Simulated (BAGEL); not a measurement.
# AlNH2ClF (SMILES [NH2][Al]([F])[Cl]): a chain of runs

Aim: the energy (HF/def2-SVP), then a single-point energy (NEVPT2(2,2)/def2-SVP), then the energy (CASPT2(2,2)/def2-SVP) of AlNH2ClF. 

Program for the calculation: BAGEL 1.2.2.

## (1) The molecule

The species is AlNH2ClF (6 atoms), meant as a singlet with charge 0. SMILES: `[NH2][Al]([F])[Cl]`. The N1–H6 distance was set to 1.911 Å, away from the relaxed value. At this shape a bond of the SMILES string is far longer than usual.

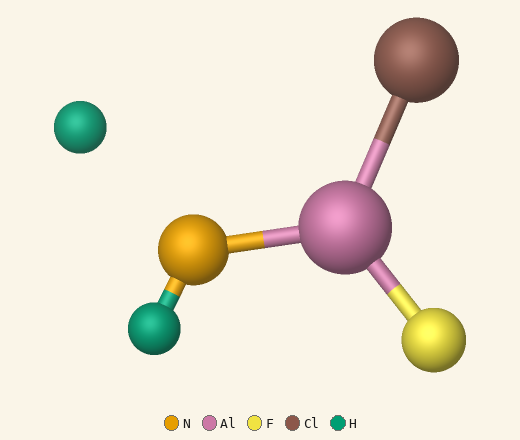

The structure, seen from a chosen angle (nitrogen amber, aluminium pink, fluorine yellow, chlorine brown, hydrogen teal).

## (2) A single-point energy at HF/def2-SVP (density fitting with svp-jkfit) (run 1)

File job.json:

```json
{ "bagel": [

{
  "title": "molecule",
  "basis": "svp",
  "df_basis": "svp-jkfit",
  "geometry": [
    { "atom": "N", "xyz": [     0.69391688,     1.10275535,     1.19122477 ] },
    { "atom": "Al", "xyz": [     1.19431636,    -2.15078612,     1.41440142 ] },
    { "atom": "F", "xyz": [     2.87484980,    -3.29671604,     3.75539415 ] },
    { "atom": "Cl", "xyz": [    -0.30537029,    -4.62689426,    -1.24236454 ] },
    { "atom": "H", "xyz": [     1.37157267,     2.38569042,     2.42068058 ] },
    { "atom": "H", "xyz": [    -1.21906232,     2.69474945,    -1.42655425 ] }
  ]
},

{ "title": "hf", "charge": 0 },

{ "title": "print", "file": "orbitals.molden", "orbitals": true }

]}
```

Command:

```bash
$ BAGEL_NUM_THREADS=1 BAGEL job.json > job.out
```

What it wrote:

```text
* using 1 threads per process

  ===============================================================
  ===============================================================

  *** Geometry ***

  { "atom" : "N", "xyz" : [      0.693917,      1.102755,      1.191225 ] },
  { "atom" : "Al", "xyz" : [      1.194316,     -2.150786,      1.414401 ] },
  { "atom" : "F", "xyz" : [      2.874850,     -3.296716,      3.755394 ] },
  { "atom" : "Cl", "xyz" : [     -0.305370,     -4.626894,     -1.242365 ] },
  { "atom" : "H", "xyz" : [      1.371573,      2.385690,      2.420681 ] },
  { "atom" : "H", "xyz" : [     -1.219062,      2.694749,     -1.426554 ] },

  Number of auxiliary basis functions:      446

  Since a DF basis is specified, we compute 2- and 3-index integrals:
    o Being stored without compression. Storage requirement is 0.020 GB

  Number of basis functions:       74
  Number of electrons      :       48

    * METHOD: MOLECULE                             0.18

  *** RHF ***

  === Nuclear Repulsion ===
   194.6654715553

      * DIIS with orbital gradients will be used.

  === RHF iteration (svp) ===
      0       -855.80337102          0.02598369           0.06
      1       -855.93777889          0.02237466           0.05
      2       -856.12691141          0.00203515           0.05
      3       -856.12962994          0.00118191           0.06
      4       -856.13044055          0.00022198           0.05
      5       -856.13050068          0.00007375           0.06
      6       -856.13050743          0.00002653           0.05
      7       -856.13050832          0.00000520           0.05
      8       -856.13050835          0.00000179           0.06
      9       -856.13050835          0.00000101           0.05
     10       -856.13050835          0.00000023           0.05
     11       -856.13050835          0.00000010           0.05
     12       -856.13050835          0.00000004           0.05
     13       -856.13050835          0.00000001           0.06
     14       -856.13050835          0.00000001           0.05
    * SCF iteration converged.

    * Permanent dipole moment:
           (    0.210830,    -1.057110,     0.145230) a.u.

    * METHOD: HF                                   0.97

    * METHOD: PRINT                                0.01

  ===============================================================
```

Wall time 1.3 s (1 thread of Arm Neoverse V1, shared host); peak memory 0.14 GiB.

## (3) The energy at NEVPT2(2,2)/def2-SVP (density fitting with svp-jkfit) (run 2)

File nevpt2.json:

```json
{ "bagel" : [

{
  "title" : "molecule",
  "basis" : "svp",
  "df_basis" : "svp-jkfit",
  "geometry" : [
    { "atom" : "N", "xyz" : [  0.69391688,  1.10275535,  1.19122477 ] },
    { "atom" : "Al", "xyz" : [  1.19431636, -2.15078612,  1.41440142 ] },
    { "atom" : "F", "xyz" : [  2.87484980, -3.29671604,  3.75539415 ] },
    { "atom" : "Cl", "xyz" : [ -0.30537029, -4.62689426, -1.24236454 ] },
    { "atom" : "H", "xyz" : [  1.37157267,  2.38569042,  2.42068058 ] },
    { "atom" : "H", "xyz" : [ -1.21906232,  2.69474945, -1.42655425 ] }
  ]
},
{ "title" : "hf", "charge" : 0 },
{
  "title" : "nevpt2",
  "nstate" : 1,
  "nact" : 2,
  "nclosed" : 23,
  "charge" : 0,
  "nspin" : 0,
  "active" : [23, 25],
  "maxiter" : 200,
  "natocc" : true,
  "ncore" : 12
},
{ "title" : "print", "file" : "orbitals.molden", "orbitals" : true }

]}
```

Command:

```bash
$ BAGEL_NUM_THREADS=1 BAGEL nevpt2.json > nevpt2.out
```

What it wrote:

```text
* using 1 threads per process

  ===============================================================
  ===============================================================

  *** Geometry ***

  { "atom" : "N", "xyz" : [      0.693917,      1.102755,      1.191225 ] },
  { "atom" : "Al", "xyz" : [      1.194316,     -2.150786,      1.414401 ] },
  { "atom" : "F", "xyz" : [      2.874850,     -3.296716,      3.755394 ] },
  { "atom" : "Cl", "xyz" : [     -0.305370,     -4.626894,     -1.242365 ] },
  { "atom" : "H", "xyz" : [      1.371573,      2.385690,      2.420681 ] },
  { "atom" : "H", "xyz" : [     -1.219062,      2.694749,     -1.426554 ] },

  Number of auxiliary basis functions:      446

  Since a DF basis is specified, we compute 2- and 3-index integrals:
    o Being stored without compression. Storage requirement is 0.020 GB

  Number of basis functions:       74
  Number of electrons      :       48

    * METHOD: MOLECULE                             0.18

  *** RHF ***

  === Nuclear Repulsion ===
   194.6654715553

      * DIIS with orbital gradients will be used.

  === RHF iteration (svp) ===
      0       -855.80337102          0.02598369           0.05
      1       -855.93777889          0.02237466           0.05
      2       -856.12691141          0.00203515           0.05
      3       -856.12962994          0.00118191           0.05
      4       -856.13044055          0.00022198           0.06
      5       -856.13050068          0.00007375           0.05
      6       -856.13050743          0.00002653           0.05
      7       -856.13050832          0.00000520           0.05
      8       -856.13050835          0.00000179           0.05
      9       -856.13050835          0.00000101           0.05
     10       -856.13050835          0.00000023           0.05
     11       -856.13050835          0.00000010           0.05
     12       -856.13050835          0.00000004           0.05
     13       -856.13050835          0.00000001           0.05
     14       -856.13050835          0.00000001           0.05
    * SCF iteration converged.

    * Permanent dipole moment:
           (    0.210830,    -1.057110,     0.145230) a.u.

    * METHOD: HF                                   0.93

    * freezing 12 orbitals
  ---------------------------
      CASSCF calculation
  ---------------------------

    ==== Active orbitals : =====
         Orbital 23
         Orbital 25
    ============================

    * nstate   :      1
    * nclosed  :     23
    * nact     :      2
    * nvirt    :     49
  === CASSCF iteration (svp) ===

    * Using the second-order algorithm

      0  0      -856.16660248     4.21e-03      0.02

      1  0      -856.19628979     1.40e-03      0.29

      2  0      -856.19799334     2.70e-04      0.30

      3  0      -856.19802207     4.51e-05      0.28

      4  0      -856.19802267     8.70e-06      0.31

      5  0      -856.19802269     2.00e-06      0.29

      6  0      -856.19802269     4.86e-07      0.29

      7  0      -856.19802269     1.20e-07      0.27

      8  0      -856.19802269     2.95e-08      0.24

      9  0      -856.19802269     7.25e-09      0.23

    * Second-order optimization converged. *

     guess   0:   closed 1.                   open ..

  === FCI iteration ===

      0  0      -856.12546249     9.52e-02      0.00
      1  0      -856.19617969     1.44e-02      0.00
      2  0 *    -856.19802269     6.20e-16      0.00

     * ci vector, state   0, <S^2> = 0.0000
       2.     0.9339891947
       .2    -0.3573012514

  === DF-NEVPT2 calculation ===

    * 3-index integral transformation done
    * assembly done

      NEVPT2 correlation energy:   -0.5158263491      0.11

          (+0)     -0.4562487445
          (+0)'    -0.0170397013
          (+1)     -0.0079665052
          (+1)'    -0.0000000000
          (+2)     -0.0003712653
          (-1)     -0.0320586147
          (-1)'     0.0000000000
          (-2)     -0.0021415181

      NEVPT2 total energy:       -856.7138490419

    * METHOD: NEVPT2                               2.83

    * METHOD: PRINT                                0.01

  ===============================================================
```

It took 4.2 s on 1 thread of Arm Neoverse V1, shared host; peak memory 0.14 GiB.

## (4) A single-point energy at CASPT2(2,2)/def2-SVP (density fitting with svp-jkfit) (run 3)

File caspt2.json:

```json
{ "bagel" : [

{
  "title" : "molecule",
  "basis" : "svp",
  "df_basis" : "svp-jkfit",
  "angstrom" : "false",
  "geometry" : [
    { "atom" : "N", "xyz" : [  0.69391688,  1.10275535,  1.19122477 ] },
    { "atom" : "Al", "xyz" : [  1.19431636, -2.15078612,  1.41440142 ] },
    { "atom" : "F", "xyz" : [  2.87484980, -3.29671604,  3.75539415 ] },
    { "atom" : "Cl", "xyz" : [ -0.30537029, -4.62689426, -1.24236454 ] },
    { "atom" : "H", "xyz" : [  1.37157267,  2.38569042,  2.42068058 ] },
    { "atom" : "H", "xyz" : [ -1.21906232,  2.69474945, -1.42655425 ] }
  ]
},
{ "title" : "hf" },
{ "title" : "casscf", "nstate" : 1, "nact" : 2, "nclosed" : 23, "active" : [23, 25], "maxiter" : 200, "natocc" : "true" },
{ "title" : "print", "file" : "orbitals.molden", "orbitals" : "true" },
{ "title" : "smith", "method" : "caspt2", "ms" : "true", "xms" : "true", "sssr" : "true", "shift" : 0.2, "shift_imag" : "true", "ncore" : 12 }

]}
```

Command:

```bash
$ BAGEL_NUM_THREADS=1 BAGEL caspt2.json > caspt2.out
```

What it wrote:

```text
* using 1 threads per process

  ===============================================================
  ===============================================================

  *** Geometry ***

  { "atom" : "N", "xyz" : [      0.693917,      1.102755,      1.191225 ] },
  { "atom" : "Al", "xyz" : [      1.194316,     -2.150786,      1.414401 ] },
  { "atom" : "F", "xyz" : [      2.874850,     -3.296716,      3.755394 ] },
  { "atom" : "Cl", "xyz" : [     -0.305370,     -4.626894,     -1.242365 ] },
  { "atom" : "H", "xyz" : [      1.371573,      2.385690,      2.420681 ] },
  { "atom" : "H", "xyz" : [     -1.219062,      2.694749,     -1.426554 ] },

  Number of auxiliary basis functions:      446

  Since a DF basis is specified, we compute 2- and 3-index integrals:
    o Being stored without compression. Storage requirement is 0.020 GB

  Number of basis functions:       74
  Number of electrons      :       48

    * METHOD: MOLECULE                             0.19

  *** RHF ***

  === Nuclear Repulsion ===
   194.6654715553

      * DIIS with orbital gradients will be used.

  === RHF iteration (svp) ===
      0       -855.80337102          0.02598369           0.06
      1       -855.93777889          0.02237466           0.05
      2       -856.12691141          0.00203515           0.05
      3       -856.12962994          0.00118191           0.05
      4       -856.13044055          0.00022198           0.05
      5       -856.13050068          0.00007375           0.05
      6       -856.13050743          0.00002653           0.05
      7       -856.13050832          0.00000520           0.05
      8       -856.13050835          0.00000179           0.05
      9       -856.13050835          0.00000101           0.05
     10       -856.13050835          0.00000023           0.05
     11       -856.13050835          0.00000010           0.05
     12       -856.13050835          0.00000004           0.05
     13       -856.13050835          0.00000001           0.05
     14       -856.13050835          0.00000001           0.05
    * SCF iteration converged.

    * Permanent dipole moment:
           (    0.210830,    -1.057110,     0.145230) a.u.

    * METHOD: HF                                   0.94

  ---------------------------
      CASSCF calculation
  ---------------------------

    ==== Active orbitals : =====
         Orbital 23
         Orbital 25
    ============================

    * nstate   :      1
    * nclosed  :     23
    * nact     :      2
    * nvirt    :     49
  === CASSCF iteration (svp) ===

    * Using the second-order algorithm

      0  0      -856.16660248     4.21e-03      0.02

      1  0      -856.19628979     1.40e-03      0.28

      2  0      -856.19799334     2.70e-04      0.32

      3  0      -856.19802207     4.51e-05      0.30

      4  0      -856.19802267     8.70e-06      0.32

      5  0      -856.19802269     2.00e-06      0.31

      6  0      -856.19802269     4.86e-07      0.30

      7  0      -856.19802269     1.20e-07      0.28

      8  0      -856.19802269     2.95e-08      0.25

      9  0      -856.19802269     7.25e-09      0.25

    * Second-order optimization converged. *

     guess   0:   closed 1.                   open ..

  === FCI iteration ===

      0  0      -856.12546249     9.52e-02      0.00
      1  0      -856.19617969     1.44e-02      0.00
      2  0 *    -856.19802269     6.20e-16      0.00

     * ci vector, state   0, <S^2> = 0.0000
       2.     0.9339891947
       .2    -0.3573012514

    * METHOD: CASSCF                               2.76

    * METHOD: PRINT                                0.01

  === SMITH program ===

    * freezing 12 orbitals

    * Approximate memory requirement for SMITH calulation per MPI process:
      o Storage requirement for T-amplitude, lambda, and residual is 0.01 GB
      o Storage requirement for MO integrals is 0.00 GB
    * Calculating and saving rdm4f

    * Zeroth order energy : state  0       -0.6988901796

    * CASPT2 iteration is performed using orthogonal basis

      -------------------------------------------  CASPT2 iteration  ---------------------------------------------------
       #      aibj      arbs      arbi      airj      risj      airs      arst      rist         Etot      error   time
      ------------------------------------------------------------------------------------------------------------------

       0  -0.45478  -0.00267  -0.03367  -0.00850  -0.00055  -0.01675  -0.00000  -0.00000   -0.5169055  0.0009349   0.07
       1  -0.45481  -0.00268  -0.03373  -0.00853  -0.00056  -0.01691  -0.00000  -0.00000   -0.5172266  0.0001064   0.06
       2  -0.45481  -0.00268  -0.03373  -0.00853  -0.00057  -0.01692  -0.00000  -0.00000   -0.5172315  0.0000152   0.06
       3  -0.45481  -0.00268  -0.03373  -0.00853  -0.00057  -0.01692  -0.00000  -0.00000   -0.5172316  0.0000020   0.06
       4  -0.45481  -0.00268  -0.03373  -0.00853  -0.00057  -0.01692   0.00000  -0.00000   -0.5172316  0.0000003   0.06

      ------------------------------------------------------------------------------------------------------------------

    * CASPT2 energy : state  0     -856.7175199094
        w/o shift correction       -856.7152543094
        reference weight              0.8665932351

    * METHOD: SMITH                                0.46

  ===============================================================
```

Run time: 4.5 s. Hardware: 1 thread of Arm Neoverse V1, shared host; peak memory 0.14 GiB.

## (5) Outcome

| quantity | value |
| --- | --- |
| run 1, HF/def2-SVP: total energy | -856.13051 Eh |
| run 1, HF/def2-SVP: dipole moment | 2.76 D |
| run 1, HF/def2-SVP: HOMO energy | -11.56 eV |
| run 1, HF/def2-SVP: LUMO energy | 0.01 eV |
| run 1, HF/def2-SVP: HOMO–LUMO gap | 11.57 eV |
| run 2, NEVPT2(2,2)/def2-SVP: total energy | -856.71385 Eh |
| run 3, CASPT2(2,2)/def2-SVP: total energy | -856.71752 Eh |
